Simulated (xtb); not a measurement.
## Frequency calculation, with input and output: C5H13In (part 1 of 2)

The run: frequency calculation of C5H13In (InMe2(nPr)). Method and program: GFN2-xTB (xtb 6.7.1 later snapshot).

The geometry was optimised with GFN2-xTB.

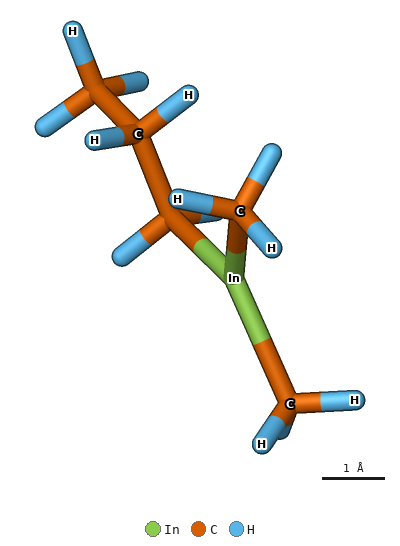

Fig. 1: The input geometry (stick view, seen at a tilt). Sticks mark near contacts.

**Input (mol.xyz)**
```
19

In     0.91963     0.90537    -0.38853
C      2.97910     1.21925    -1.24676
H      2.90433     1.75506    -2.19285
H      3.48267     0.26843    -1.41720
H      3.57519     1.81839    -0.55872
C     -0.33653     2.69059     0.14279
H     -0.57179     2.68462     1.20657
H     -1.27139     2.67650    -0.41644
H      0.20286     3.60659    -0.09412
C      0.07062    -1.16806    -0.04244
C     -1.32363    -1.08177     0.56371
C     -1.92658    -2.46415     0.80779
H      0.74344    -1.71966     0.62072
H      0.04089    -1.70181    -0.99689
H     -1.98284    -0.51856    -0.10675
H     -1.27907    -0.53913     1.51495
H     -1.30160    -3.03632     1.49114
H     -2.92168    -2.37951     1.24047
H     -2.00363    -3.01586    -0.12743
```

**File xtb.inp**
```
$hess
   sccacc=0.005
$end
```

Machine: 1 thread of Arm Neoverse N1, 16 GiB of memory available, shared host.

Launched with:
```bash
xtb mol.xyz --input xtb.inp --hess --parallel 1 > xtb.out
```

**What the program printed**
```
* xtb version 6.7.1
   ID    Z sym.   atoms
    1   49 In     1
    2    6 C      2, 6, 10-12
    3    1 H      3-5, 7-9, 13-19

           -------------------------------------------------
          |                Calculation Setup                |
           -------------------------------------------------

          program call               : xtb mol.xyz --input xtb.inp --hess --parallel 1
          coordinate file            : mol.xyz
          omp threads                :                     1

           -------------------------------------------------
          |                 G F N 2 - x T B                 |
           -------------------------------------------------

      * Hamiltonian:
        H0-scaling (s, p, d)           1.850000    2.230000    2.230000
        zeta-weighting                 0.500000
      * Dispersion:
        s8                             2.700000
        a1                             0.520000
        a2                             5.000000
        s9                             5.000000
      * Repulsion:
        kExp                           1.500000    1.000000
        rExp                           1.000000
      * Coulomb:
        alpha                          2.000000
        third order                    shell-resolved
        anisotropic                    true
        a3                             3.000000
        a5                             4.000000
        cn-shift                       1.200000
        cn-exp                         4.000000
        max-rad                        5.000000

          ...................................................
          :                      SETUP                      :
          :.................................................:
          :  # basis functions                  43          :
          :  # atomic orbitals                  42          :
          :  # shells                           26          :
          :  # electrons                        36          :
          :  max. iterations                   250          :
          :  Hamiltonian                  GFN2-xTB          :
          :  restarted?                      false          :
          :  GBSA solvation                  false          :
          :  PC potential                    false          :
          :  electronic temp.          300.0000000     K    :
          :  accuracy                    1.0000000          :
          :  -> integral cutoff          0.2500000E+02      :
          :  -> integral neglect         0.1000000E-07      :
          :  -> SCF convergence          0.1000000E-05 Eh   :
          :  -> wf. convergence          0.1000000E-03 e    :
          :  Broyden damping             0.4000000          :
          :  net charge                          0          :
          :  unpaired electrons                  0          :
          ...................................................

 iter      E             dE          RMSdq      gap      omega  full diag
   1    -18.6614466 -0.186614E+02  0.132E+01    3.24       0.0  T
   2    -18.7274930 -0.660463E-01  0.515E+00    3.58       1.0  T
   3    -18.7184877  0.900531E-02  0.386E+00    3.31       1.0  T
   4    -18.7305716 -0.120839E-01  0.195E+00    3.50       1.0  T
   5    -18.7328326 -0.226100E-02  0.278E-01    3.47       1.0  T
   6    -18.7328365 -0.394774E-05  0.217E-01    3.48       1.0  T
   7    -18.7328673 -0.308213E-04  0.122E-01    3.48       1.0  T
   8    -18.7328805 -0.131216E-04  0.587E-02    3.48       1.0  T
   9    -18.7328855 -0.499770E-05  0.198E-02    3.48       1.2  T
  10    -18.7328861 -0.592877E-06  0.432E-03    3.48       5.3  T
  11    -18.7328861 -0.327942E-07  0.113E-03    3.48      20.3  T
  12    -18.7328861 -0.221676E-08  0.217E-04    3.48     105.8  T
  13    -18.7328861 -0.816058E-11  0.340E-05    3.48     675.5  T

   *** convergence criteria satisfied after 13 iterations ***

         #    Occupation            Energy/Eh            Energy/eV
      -------------------------------------------------------------
         1        2.0000           -0.6096451             -16.5893
       ...           ...                  ...                  ...
        12        2.0000           -0.4552272             -12.3874
        13        2.0000           -0.4537984             -12.3485
        14        2.0000           -0.4535914             -12.3428
        15        2.0000           -0.4312238             -11.7342
        16        2.0000           -0.4192901             -11.4095
        17        2.0000           -0.3657257              -9.9519
        18        2.0000           -0.3568216              -9.7096 (HOMO)
        19                         -0.2289521              -6.2301 (LUMO)
        20                         -0.1438230              -3.9136
        21                         -0.0068178              -0.1855
        22                          0.0076237               0.2075
        23                          0.0176336               0.4798
       ...                                ...                  ...
        42                          0.9947324              27.0680
      -------------------------------------------------------------
                  HL-Gap            0.1278695 Eh            3.4795 eV
             Fermi-level           -0.2928869 Eh           -7.9699 eV

 SCC (total)                   0 d,  0 h,  0 min,  0.014 sec
 SCC setup                      ...        0 min,  0.000 sec (  0.824%)
 Dispersion                     ...        0 min,  0.000 sec (  0.750%)
 classical contributions        ...        0 min,  0.000 sec (  0.165%)
 integral evaluation            ...        0 min,  0.002 sec ( 11.622%)
 iterations                     ...        0 min,  0.008 sec ( 56.107%)
 molecular gradient             ...        0 min,  0.004 sec ( 29.730%)
 printout                       ...        0 min,  0.000 sec (  0.695%)

         :::::::::::::::::::::::::::::::::::::::::::::::::::::
         ::                     SUMMARY                     ::
         :::::::::::::::::::::::::::::::::::::::::::::::::::::
         :: total energy             -18.478071336745 Eh    ::
         :: gradient norm              0.000051992028 Eh/a0 ::
         :: HOMO-LUMO gap              3.479505994660 eV    ::
         ::.................................................::
         :: SCC energy               -18.732863976249 Eh    ::
         :: -> isotropic ES            0.012502118036 Eh    ::
         :: -> anisotropic ES          0.004896015079 Eh    ::
         :: -> anisotropic XC          0.010332098360 Eh    ::
         :: -> dispersion             -0.009876549703 Eh    ::
         :: repulsion energy           0.254792639504 Eh    ::
         :: add. restraining           0.000000000000 Eh    ::
         :: total charge               0.000000000000 e     ::
         :::::::::::::::::::::::::::::::::::::::::::::::::::::

           -------------------------------------------------
          |                Numerical Hessian                |
           -------------------------------------------------
step length          :   0.00500
SCC accuracy         :   0.00500
Hessian scale factor :   1.00000
frozen atoms in %    :   0.00000    0
RMS gradient         :   0.00005
estimated CPU  time      0.02 min

writing file <hessian>, containing the non-mass-weighted Hessian matrix in atomic units (Eₕ/Bohr²).

 projected vibrational frequencies (cm⁻¹)
eigval :       -0.00    -0.00    -0.00     0.00     0.00     0.00
eigval :      -14.43    33.88    39.75    54.29    65.38    94.34
eigval :      115.33   160.35   230.79   258.14   399.85   446.49
eigval :      512.34   536.81   552.26   564.79   617.95   621.85
eigval :      802.33   936.50   962.47  1040.37  1093.09  1141.49
eigval :     1200.58  1210.54  1214.21  1268.81  1317.68  1411.24
eigval :     1448.63  1452.17  1454.58  1456.56  1457.28  1479.28
eigval :     1502.66  1505.53  2905.08  2912.56  2919.64  2925.72
eigval :     2967.88  2970.67  2973.46  2973.81  2977.29  2981.08
eigval :     3021.24  3021.96  3027.34
           -------------------------------------------------
          |                Property Printout                |
           -------------------------------------------------

    * Orbital Energies and Occupations

         #    Occupation            Energy/Eh            Energy/eV
      -------------------------------------------------------------
         1        2.0000           -0.6096451             -16.5893
       ...           ...                  ...                  ...
         6        2.0000           -0.5130215             -13.9600
         7        2.0000           -0.5033926             -13.6980
         8        2.0000           -0.4786485             -13.0247
         9        2.0000           -0.4643289             -12.6350
        10        2.0000           -0.4569267             -12.4336
        11        2.0000           -0.4556279             -12.3983
        12        2.0000           -0.4552272             -12.3874
        13        2.0000           -0.4537984             -12.3485
        14        2.0000           -0.4535914             -12.3428
        15        2.0000           -0.4312238             -11.7342
        16        2.0000           -0.4192902             -11.4095
        17        2.0000           -0.3657257              -9.9519
        18        2.0000           -0.3568216              -9.7096 (HOMO)
        19                         -0.2289521              -6.2301 (LUMO)
        20                         -0.1438230              -3.9136
        21                         -0.0068178              -0.1855
        22                          0.0076238               0.2075
        23                          0.0176337               0.4798
        24                          0.0244814               0.6662
        25                          0.1052648               2.8644
        26                          0.1318392               3.5875
        27                          0.1471774               4.0049
        28                          0.1546496               4.2082
        29                          0.1697370               4.6188
       ...                                ...                  ...
        42                          0.9947325              27.0680
      -------------------------------------------------------------
                  HL-Gap            0.1278695 Eh            3.4795 eV
             Fermi-level           -0.2928869 Eh           -7.9699 eV

     #   Z          covCN         q      C6AA      α(0)
     1  49          2.555     0.121   280.123    31.794
     2   6          3.613    -0.179    24.585     7.158
     3   1          0.925     0.045     2.385     2.415
     4   1          0.925     0.048     2.345     2.395
     5   1          0.925     0.045     2.380     2.413
     6   6          3.615    -0.179    24.574     7.154
     7   1          0.925     0.042     2.427     2.436
     8   1          0.925     0.042     2.425     2.435
     9   1          0.925     0.043     2.406     2.426
    10   6          3.661    -0.128    23.270     6.921
    11   6          3.835    -0.046    21.374     6.578
    12   6          3.751    -0.101    22.486     6.762
    13   1          0.924     0.035     2.512     2.479
    14   1          0.924     0.035     2.514     2.480
    15   1          0.924     0.041     2.440     2.443
    16   1          0.924     0.040     2.446     2.446
    17   1          0.925     0.033     2.542     2.493
    18   1          0.925     0.030     2.580     2.512
    19   1          0.925     0.033     2.541     2.493

 Mol. C6AA /au·bohr⁶  :       3708.348225
 Mol. C8AA /au·bohr⁸  :     161140.750499
 Mol. α(0) /au        :         98.231516

Wiberg/Mayer (AO) data.
largest (>0.10) Wiberg bond orders for each atom

 ---------------------------------------------------------------------------
     #   Z sym  total        # sym  WBO       # sym  WBO       # sym  WBO
 ---------------------------------------------------------------------------
     1  49      2.716 --     2      0.768     6      0.766    10      0.700
     2   6      3.943 --     4      0.945     5      0.944     3      0.944
                             1      0.768    10      0.171     6      0.160
     3   1      0.997 --     2      0.944
     4   1      0.997 --     2      0.945
     5   1      0.997 --     2      0.944
     6   6      3.948 --     9      0.948     8      0.946     7      0.946
                             1      0.766    10      0.171     2      0.160
     7   1      0.998 --     6      0.946
     8   1      0.998 --     6      0.946
     9   1      0.998 --     6      0.948
    10   6      3.962 --    11      1.012    14      0.942    13      0.942
                             1      0.700     6      0.171     2      0.171
    11   6      3.997 --    10      1.012    12      1.007    16      0.960
                            15      0.960
    12   6      3.984 --    11      1.007    17      0.987    19      0.987
                            18      0.986
    13   1      0.999 --    10      0.942
    14   1      0.999 --    10      0.942
    15   1      0.997 --    11      0.960
    16   1      0.997 --    11      0.960
    17   1      0.999 --    12      0.987
    18   1      0.995 --    12      0.986
    19   1      0.999 --    12      0.987
 ---------------------------------------------------------------------------
```
